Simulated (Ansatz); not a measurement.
**BH₂+ (triplet): one geometry, many settings at scale of all distances = 1.117**

Aim: run BH₂+ (triplet) at one geometry under a spread of methods and options, and see what each costs and gives.

Program: Ansatz 0.2.0, Gaussian basis. Level of theory: the settings change from run to run. These are calculated values, not measurements.

15 further runs of the same task are left out: 11 that didn't finish, 4 set aside as unsound or not needed.

## (1) The system

The geometry derives from a PBE0/def2-TZVP stationary point (not a proven minimum). All distances are scaled together.

3 atoms, charge 1, spin multiplicity 3.

Atoms are counted from 1 here; the program's logs count them from 0.

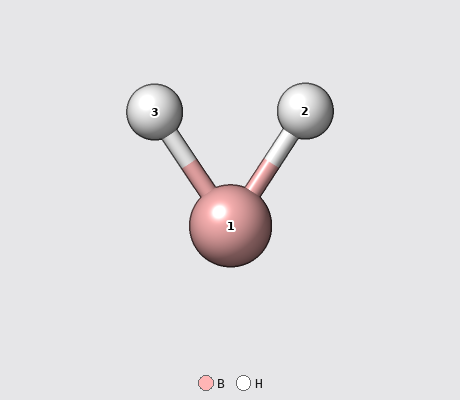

The structure; boron pink, hydrogen white; atoms are numbered from 1 in the order of the file.

## (2) CCSDT(Q)/B on UHF/def2-TZVP

Input file in.yaml:

```yaml
crystal:
  periodic: [false, false, false]
  atoms:
    - {symbol: B, position_ang: [0.000000, 0.000000, -0.189192]}
    - {symbol: H, position_ang: [0.000000, 0.793691, 1.014623]}
    - {symbol: H, position_ang: [0.000000, -0.793691, 1.014623]}
basis:
  gaussian: {orbitals: def2-TZVP}
total_charge: 1
magnetization: {spin_polarized: true, initial_magnetization: 2}
correlation: {method: ccsdt_q_b, electrons: outside_noble_gas, diis_vectors: 1}
```

The run is started by

```
$ ansatz run in.yaml --threads 1 --pin off --events-out ev --progress --plain --max-ram 2393MiB
```

The program printed, shortened:

```text
Functional definition: HF
  name "HF"
  cite "Fock, Z. Phys. 61, 126 (1930) doi:10.1007/BF01340294"
  parent pbe
[...]
574 factors; integrals over basis functions are off by at most 1.5e-7 eV
[...]
mean field -689.23625631 eV, -25.3289652383 hartree, gradient 3.3e-6 eV, S^2 2.017646; 0 other end points of the search recorded, 0 dependent functions left out
1 core orbitals not correlated: weight in the atoms' cores, before any rotation towards them, 1.000 or more for the frozen orbitals, at most 0.000 for the correlated occupied ones
reference -689.23625631 eV, -25.3289652383 hartree; 3, 1 occupied and 39, 41 virtual orbitals, 574 factors
second order -1.37526874 eV of doubles, -0.00000000 eV of singles
cycle   1  -1.67201566 eV  change   -3.0e-1 eV  update   5.1e-2
[...]
cycle  22  -1.91636190 eV  change    1.9e-7 eV  update   1.1e-7
perturbative correction -0.00044078 eV, -0.0000161985 hartree
Total energy: -691.15305899 eV, -25.3994064375 hartree
```

Wall time 7.5 s (1 thread of Arm Neoverse V1, shared host).

From the report: ⟨S²⟩ of the determinant 2.018 (pure triplet: 2.00); correlation -1.9168 eV; T1 0.020; largest double amplitude 0.09.

## (3) CCSDT on ROHF/x2c-TZVPPall

Input file in.yaml:

```yaml
crystal:
  periodic: [false, false, false]
  atoms:
    - {symbol: B, position_ang: [0.000000, 0.000000, -0.189192]}
    - {symbol: H, position_ang: [0.000000, 0.793691, 1.014623]}
    - {symbol: H, position_ang: [0.000000, -0.793691, 1.014623]}
basis:
  gaussian: {orbitals: x2c-TZVPPall}
total_charge: 1
magnetization: {spin_polarized: false, initial_magnetization: 2}
correlation: {method: ccsdt, electrons: outside_noble_gas}
scf: {lower_state_search: light}
```

Same command.

The program printed, shortened:

```text
Functional definition: HF
  name "HF"
  cite "Fock, Z. Phys. 61, 126 (1930) doi:10.1007/BF01340294"
  parent pbe
[...]
730 factors; integrals over basis functions are off by at most 2.1e-7 eV
[...]
mean field -689.27930181 eV, -25.3305471311 hartree, gradient 8.5e-6 eV, S^2 2.000000; 0 other end points of the search recorded, 0 dependent functions left out
[...]
1 core orbitals not correlated: weight in the atoms' cores, before any rotation towards them, 1.000 or more for the frozen orbitals, at most 0.000 for the correlated occupied ones
reference -689.27930181 eV, -25.3305471311 hartree; 3, 1 occupied and 55, 57 virtual orbitals, 730 factors
second order -1.53030620 eV of doubles, -0.08169118 eV of singles
cycle   1  -1.89985832 eV  change   -2.9e-1 eV  update   5.0e-2
[...]
cycle  13  -2.13430048 eV  change    2.2e-7 eV  update   1.6e-7
Total energy: -691.41360229 eV, -25.4089812271 hartree
Relativity: scalar
```

Wall time 9 s (1 thread of Arm Neoverse V1, shared host); peak memory 0.32 GiB.

From the report: correlation -2.1343 eV; T1 0.030; largest double amplitude 0.09.

## (4) CCSDT/cc-pVDZ

Input file in.yaml:

```yaml
crystal:
  periodic: [false, false, false]
  atoms:
    - {symbol: B, position_ang: [0.000000, 0.000000, -0.189192]}
    - {symbol: H, position_ang: [0.000000, 0.793691, 1.014623]}
    - {symbol: H, position_ang: [0.000000, -0.793691, 1.014623]}
basis:
  gaussian: {orbitals: cc-pVDZ}
total_charge: 1
magnetization: {spin_polarized: true, initial_magnetization: 2}
hamiltonian: {xc: {name: PBE0}}
correlation: {method: ccsdt, electrons: outside_noble_gas}
```

Same command.

The program printed, shortened:

```text
Functional definition: PBE0
  name "PBE0"
  cite "Adamo & Barone, J. Chem. Phys. 110, 6158 (1999) doi:10.1063/1.478522"
  cite "Perdew, Burke & Ernzerhof, Phys. Rev. Lett. 77, 3865 (1996) doi:10.1103/PhysRevLett.77.3865"
  parent pbe
[...]
435 factors; integrals over basis functions are off by at most 1.4e-7 eV
[...]
mean field -692.05269370 eV, -25.4324674033 hartree, gradient 4.0e-6 eV, S^2 2.005801; 0 other end points of the search recorded, 0 dependent functions left out
1 core orbitals not correlated: weight in the atoms' cores, before any rotation towards them, 1.000 or more for the frozen orbitals, at most 0.000 for the correlated occupied ones
reference -688.99704228 eV, -25.3201742849 hartree; 3, 1 occupied and 20, 22 virtual orbitals, 435 factors
second order -1.27951441 eV of doubles, -0.04793031 eV of singles
cycle   1  -1.62594425 eV  change   -3.0e-1 eV  update   4.7e-2
[...]
cycle  12  -1.83021231 eV  change    1.4e-7 eV  update   2.6e-7
Total energy: -690.82725459 eV, -25.3874333468 hartree
```

Wall time 0.99 s (1 thread of Arm Neoverse V1, shared host).

From the report: ⟨S²⟩ of the determinant 2.006 (pure triplet: 2.00); correlation -1.8302 eV; T1 0.012; largest double amplitude 0.09. The orbitals are Kohn-Sham ones, so correlation energy and T1 don't compare with those on Hartree-Fock orbitals.

## (5) HF/def2-SVPD

in.yaml, as its differences from that of step 4:

```diff
@@ -7,6 +7,6 @@
 basis:
-  gaussian: {orbitals: cc-pVDZ}
+  gaussian: {orbitals: def2-SVPD, fitting: {mean_field: def2-universal-jkfit}}
 total_charge: 1
 magnetization: {spin_polarized: true, initial_magnetization: 2}
-hamiltonian: {xc: {name: PBE0}}
-correlation: {method: ccsdt, electrons: outside_noble_gas}
+hamiltonian: {xc: hf}
+output: {orbitals: {seedname: orbitals}}
```

Same command.

The program printed:

```text
Functional definition: HF
  name "HF"
  cite "Fock, Z. Phys. 61, 126 (1930) doi:10.1007/BF01340294"
  parent pbe
  exchange = exact_x
  correlation = 0
111 factors; integrals over basis functions are off by at most 4.2e-1 eV
mean field evaluation 1: about -687.7499 eV, gradient 6.6e0 eV
mean field evaluation 2: about -688.3156 eV, gradient 2.8e0 eV
mean field evaluation 4: about -688.4776 eV, gradient 2.7e-1 eV
mean field -688.47982712 eV, -25.3011669783 hartree, gradient 6.1e-6 eV, S^2 2.015380; 0 other end points of the search recorded, 0 dependent functions left out
reference -688.47982712 eV, -25.3011669783 hartree; 4, 2 occupied and 32, 34 virtual orbitals, 111 factors
Total energy: -688.47982712 eV, -25.3011669783 hartree
```

Run time: 0.09 s. Hardware: 1 thread of Arm Neoverse V1, shared host.

From the report: ⟨S²⟩ of the determinant 2.015 (pure triplet: 2.00).

## (6) MRCISD+Q(relaxed)(4,4)/6-31G

Input file in.yaml:

```yaml
crystal:
  periodic: [false, false, false]
  atoms:
    - {symbol: B, position_ang: [0.000000, 0.000000, -0.189192]}
    - {symbol: H, position_ang: [0.000000, 0.793691, 1.014623]}
    - {symbol: H, position_ang: [0.000000, -0.793691, 1.014623]}
basis:
  gaussian: {orbitals: 6-31G}
total_charge: 1
magnetization: {spin_polarized: false, initial_magnetization: 2}
correlation: {method: fic_mrcisd_q_relaxed, electrons: outside_noble_gas, active_space: {window: {electrons: 4, orbitals: 4}, states: [{multiplicity: 3, weights: [1, 1, 1]}], root: 2}}
```

The command is unchanged.

The program printed, shortened:

```text
Functional definition: HF
  name "HF"
  cite "Fock, Z. Phys. 61, 126 (1930) doi:10.1007/BF01340294"
  parent pbe
[...]
290 factors; integrals over basis functions are off by at most 1.2e-7 eV
[...]
mean field -688.36660162 eV, -25.2970060178 hartree, gradient 1.7e-6 eV, S^2 2.000000; 0 other end points of the search recorded, 0 dependent functions left out
reference -688.36660162 eV, -25.2970060178 hartree; 4, 2 occupied and 9, 11 virtual orbitals, 290 factors
state -688.38349217 eV, -25.2976267343 hartree
state -685.19426048 eV, -25.1804246313 hartree
state -685.10064353 eV, -25.1769842718 hartree
contracted CI cycle   1: correlation 0.00000000 eV, 0.0000000000 hartree, residual 7.04e0 eV
contracted CI cycle   2: correlation -1.27213622 eV, -0.0467501437 hartree, residual 1.84e0 eV
contracted CI cycle   3: correlation -1.36618867 eV, -0.0502065078 hartree, residual 4.36e-1 eV
[...]
state -685.19426048 eV, -25.1804246313 hartree; corrected -686.35937494 eV, -25.2232417980 hartree
contracted CI cycle   1: correlation 0.00000000 eV, 0.0000000000 hartree, residual 5.69e0 eV
contracted CI cycle   2: correlation -0.85926190 eV, -0.0315772925 hartree, residual 1.17e0 eV
contracted CI cycle   3: correlation -0.89247320 eV, -0.0327977853 hartree, residual 3.05e-1 eV
contracted CI cycle   4: correlation -0.89481543 eV, -0.0328838605 hartree, residual 7.18e-2 eV
contracted CI cycle   5: correlation -0.89497030 eV, -0.0328895519 hartree, residual 2.22e-2 eV
contracted CI cycle   6: correlation -0.89498580 eV, -0.0328901215 hartree, residual 6.57e-3 eV
contracted CI cycle   7: correlation -0.89498703 eV, -0.0328901669 hartree, residual 1.83e-3 eV
contracted CI cycle   8: correlation -0.89498712 eV, -0.0328901701 hartree, residual 5.22e-4 eV
state -685.10064353 eV, -25.1769842718 hartree; corrected -686.02332073 eV, -25.2108920335 hartree
Total energy: -686.02332073 eV, -25.2108920335 hartree
```

It took 0.39 s on 1 thread of Arm Neoverse V1, shared host.

From the report: 8 determinants; active occupations (of the averaged states) 1.94, 0.70, 0.69, 0.67.

## (7) CCSDT on UHF/6-31++G**

Input file in.yaml:

```yaml
crystal:
  periodic: [false, false, false]
  atoms:
    - {symbol: B, position_ang: [0.000000, 0.000000, -0.189192]}
    - {symbol: H, position_ang: [0.000000, 0.793691, 1.014623]}
    - {symbol: H, position_ang: [0.000000, -0.793691, 1.014623]}
basis:
  gaussian: {orbitals: "6-31++G**", point_charges: [{charge: 0.50, position_ang: [2.728, -0.389, -0.295]}]}
total_charge: 1
magnetization: {spin_polarized: true, initial_magnetization: 2}
hamiltonian: {pseudopotentials: {relativity: none}}
correlation: {method: ccsdt, electrons: outside_noble_gas}
accuracy: high
output: {forces: true}
```

Same command.

The program printed, shortened:

```text
Functional definition: HF
  name "HF"
  cite "Fock, Z. Phys. 61, 126 (1930) doi:10.1007/BF01340294"
  parent pbe
[...]
585 factors; integrals over basis functions are off by at most 3.0e-9 eV
[...]
mean field -686.46424120 eV, -25.2270955620 hartree, gradient 2.1e-8 eV, S^2 2.015728; 1 other end points of the search recorded, 0 dependent functions left out
determinant -686.46424120 eV, -25.2270955620 hartree, with singles and doubles -688.13416284 eV, -25.2884640501 hartree
determinant -683.06635352 eV, -25.1022254929 hartree, with singles and doubles -684.92443166 eV, -25.1705086050 hartree
1 core orbitals not correlated: weight in the atoms' cores, before any rotation towards them, 1.000 or more for the frozen orbitals, at most 0.000 for the correlated occupied ones
reference -686.46424120 eV, -25.2270955620 hartree; 3, 1 occupied and 27, 29 virtual orbitals, 585 factors
second order -1.20857851 eV of doubles, -0.00000000 eV of singles
cycle   1  -1.48122743 eV  change   -2.7e-1 eV  update   4.9e-2
[...]
cycle  24  -1.70710779 eV  change   2.7e-10 eV  update  3.7e-10
[...]
Total energy: -688.17134899 eV, -25.2898306160 hartree
Atom 0 at     0.000000     0.000000    -0.189192 Å, force    -0.529617     0.075766     3.045970 eV/Å
Atom 1 at     0.000000     0.793691     1.014623 Å, force    -0.143116    -0.661803    -1.444195 eV/Å
Atom 2 at     0.000000    -0.793691     1.014623 Å, force    -0.125842     0.704936    -1.452116 eV/Å
Dipole moment:    -0.096370     0.016253     0.206895 e Å
```

Run time: 10 s. Hardware: 1 thread of Arm Neoverse V1, shared host.

From the report: ⟨S²⟩ of the determinant 2.016 (pure triplet: 2.00); correlation -1.7071 eV; T1 0.019; largest double amplitude 0.09.

## (8) CCSDT(Q) on ROHF/STO-3G

Input file in.yaml:

```yaml
crystal:
  periodic: [false, false, false]
  atoms:
    - {symbol: B, position_ang: [0.000000, 0.000000, -0.189192]}
    - {symbol: H, position_ang: [0.000000, 0.793691, 1.014623]}
    - {symbol: H, position_ang: [0.000000, -0.793691, 1.014623]}
basis:
  gaussian: {orbitals: STO-3G}
total_charge: 1
magnetization: {spin_polarized: false, initial_magnetization: 2}
correlation: {method: ccsdt_q, electrons: outside_noble_gas}
scf: {lower_state_search: off}
```

Same command.

The program printed:

```text
Functional definition: HF
  name "HF"
  cite "Fock, Z. Phys. 61, 126 (1930) doi:10.1007/BF01340294"
  parent pbe
  exchange = exact_x
  correlation = 0
these checks for a lower state are left out or cut short: stability, starts, cluster_reference, orbital_swaps, neighbouring_geometries, increment
92 factors; integrals over basis functions are off by at most 1.7e-8 eV
mean field evaluation 1: about -679.6532 eV, gradient 4.3e0 eV
mean field evaluation 2: about -679.6642 eV, gradient 4.2e0 eV
mean field evaluation 4: about -680.2629 eV, gradient 6.0e-1 eV
mean field evaluation 8: about -680.2709 eV, gradient 1.6e-3 eV
mean field -680.27092353 eV, -24.9994953354 hartree, gradient 2.2e-6 eV, S^2 2.000000; 0 other end points of the search recorded, 0 dependent functions left out
1 core orbitals not correlated: weight in the atoms' cores, before any rotation towards them, 1.000 or more for the frozen orbitals, at most 0.000 for the correlated occupied ones
reference -680.27092353 eV, -24.9994953354 hartree; 3, 1 occupied and 3, 5 virtual orbitals, 92 factors
second order -0.67768458 eV of doubles, -0.04994557 eV of singles
cycle   1  -1.01945536 eV  change   -2.9e-1 eV  update   5.5e-2
cycle   2  -1.23965903 eV  change   -2.2e-1 eV  update   2.8e-2
cycle   3  -1.26774158 eV  change   -2.8e-2 eV  update   9.7e-3
cycle   4  -1.27664569 eV  change   -8.9e-3 eV  update   2.7e-3
cycle   5  -1.27183147 eV  change    4.8e-3 eV  update   8.2e-4
cycle   6  -1.27351853 eV  change   -1.7e-3 eV  update   3.2e-4
cycle   7  -1.27308018 eV  change    4.4e-4 eV  update   6.6e-5
cycle   8  -1.27322006 eV  change   -1.4e-4 eV  update   1.8e-5
cycle   9  -1.27317336 eV  change    4.7e-5 eV  update   7.1e-6
cycle  10  -1.27316963 eV  change    3.7e-6 eV  update   1.3e-6
cycle  11  -1.27316708 eV  change    2.6e-6 eV  update   5.2e-7
cycle  12  -1.27316704 eV  change    3.6e-8 eV  update   6.3e-8
perturbative correction 0.00003905 eV, 0.0000014352 hartree
Total energy: -681.54405152 eV, -25.0462819260 hartree
Checks for a lower state left out: stability, starts, cluster_reference, orbital_swaps, neighbouring_geometries, increment
```

It took 0.66 s on 1 thread of Arm Neoverse V1, shared host.

From the report: correlation -1.2731 eV; T1 0.030; largest double amplitude 0.11.

## (9) MP2 on UHF/cc-pVDZ

Input file in.yaml:

```yaml
crystal:
  periodic: [false, false, false]
  atoms:
    - {symbol: B, position_ang: [0.000000, 0.000000, -0.189192]}
    - {symbol: H, position_ang: [0.000000, 0.793691, 1.014623]}
    - {symbol: H, position_ang: [0.000000, -0.793691, 1.014623]}
basis:
  gaussian: {orbitals: cc-pVDZ}
total_charge: 1
magnetization: {spin_polarized: true, initial_magnetization: 2}
correlation: {method: mp2, electrons: valence}
output: {forces: true}
```

Same command.

The program printed, shortened:

```text
Functional definition: HF
  name "HF"
  cite "Fock, Z. Phys. 61, 126 (1930) doi:10.1007/BF01340294"
  parent pbe
[...]
221 factors; integrals over basis functions are off by at most 1.3e-3 eV
[...]
mean field -689.08638534 eV, -25.3234575818 hartree, gradient 5.8e-7 eV, S^2 2.017106; 0 other end points of the search recorded, 0 dependent functions left out
1 core orbitals not correlated: weight in the atoms' cores, before any rotation towards them, 1.000 or more for the frozen orbitals, at most 0.000 for the correlated occupied ones
reference -689.08638534 eV, -25.3234575818 hartree; 3, 1 occupied and 20, 22 virtual orbitals, 221 factors
second order -1.20653299 eV of doubles, -0.00000000 eV of singles
[...]
Total energy: -690.29291833 eV, -25.3677968512 hartree
Atom 0 at     0.000000     0.000000    -0.189192 Å, force     0.000000     0.000000     3.012053 eV/Å
Atom 1 at     0.000000     0.793691     1.014623 Å, force    -0.000000    -0.895253    -1.506026 eV/Å
Atom 2 at     0.000000    -0.793691     1.014623 Å, force     0.000000     0.895253    -1.506026 eV/Å
Dipole moment:    -0.000000     0.000000     0.180072 e Å
```

Run time: 0.12 s. Hardware: 1 thread of Arm Neoverse V1, shared host.

From the report: ⟨S²⟩ of the determinant 2.017 (pure triplet: 2.00).

## (10) NEVPT2(4,6)/def2-SVPD

Input file in.yaml:

```yaml
crystal:
  periodic: [false, false, false]
  atoms:
    - {symbol: B, position_ang: [0.000000, 0.000000, -0.189192]}
    - {symbol: H, position_ang: [0.000000, 0.793691, 1.014623]}
    - {symbol: H, position_ang: [0.000000, -0.793691, 1.014623]}
basis:
  gaussian: {orbitals: def2-SVPD}
total_charge: 1
magnetization: {spin_polarized: false, initial_magnetization: 2}
correlation: {method: sc_nevpt2, electrons: valence, active_space: {window: {electrons: 4, orbitals: 6}}}
accuracy: high
output: {forces: true}
```

The command is unchanged.

The program printed, shortened:

```text
Functional definition: HF
  name "HF"
  cite "Fock, Z. Phys. 61, 126 (1930) doi:10.1007/BF01340294"
  parent pbe
[...]
705 factors; integrals over basis functions are off by at most 2.8e-9 eV
[...]
mean field -688.34519644 eV, -25.2962193922 hartree, gradient 4.5e-8 eV, S^2 2.000000; 0 other end points of the search recorded, 0 dependent functions left out
reference -688.34519644 eV, -25.2962193922 hartree; 4, 2 occupied and 32, 34 virtual orbitals, 705 factors
state -689.44944433 eV, -25.3367997537 hartree
state -689.44944433 eV, -25.3367997537 hartree; corrected -690.04985586 eV, -25.3588644704 hartree
[...]
Total energy: -690.04985586 eV, -25.3588644704 hartree
Atom 0 at     0.000000     0.000000    -0.189192 Å, force    -0.000000     0.000000     2.560733 eV/Å
Atom 1 at     0.000000     0.793691     1.014623 Å, force     0.000000    -0.748659    -1.280367 eV/Å
Atom 2 at     0.000000    -0.793691     1.014623 Å, force     0.000000     0.748659    -1.280367 eV/Å
Dipole moment:    -0.000000    -0.000000     0.176238 e Å
```

Wall time 0.75 s (1 thread of Arm Neoverse V1, shared host).

From the report: 60 determinants; active occupations 1.94, 1.00, 0.99, 0.03, 0.02, 0.02.

## (11) All runs side by side

```
                                                      level         correlated  functions  energy (eV)    time
                                CCSDT(Q)/B on UHF/def2-TZVP  outside noble gas         43    -691.1531   7.5 s
                                 CCSDT on ROHF/x2c-TZVPPall  outside noble gas         59    -691.4136     9 s
                           CCSDT/cc-pVDZ (on PBE0 orbitals)  outside noble gas         24    -690.8273  0.99 s
                                               HF/def2-SVPD                            36    -688.4798  0.09 s
MRCISD+Q(relaxed)(4,4)/6-31G (excited root 2 of an average)  outside noble gas         13    -686.0233  0.39 s
             CCSDT on UHF/6-31++G** (beside a point charge)  outside noble gas         31    -688.1713    10 s
                                    CCSDT(Q) on ROHF/STO-3G  outside noble gas          7    -681.5441  0.66 s
                                         MP2 on UHF/cc-pVDZ            valence         24    -690.2929  0.12 s
                                      NEVPT2(4,6)/def2-SVPD            valence         36    -690.0499  0.75 s
```

## (12) Outcome

| quantity | value |
| --- | --- |
| runs | 9 |
| quickest | HF/def2-SVPD, 0.09 s |
| slowest | CCSDT on UHF/6-31++G** (beside a point charge), 10 s |

**Reading.** Total energies in different bases, with other cores or another treatment of relativity can't be set against each other. CCSDT on UHF/6-31++G** (beside a point charge) took 111 times as long as HF/def2-SVPD; the jobs differ in more than the method.
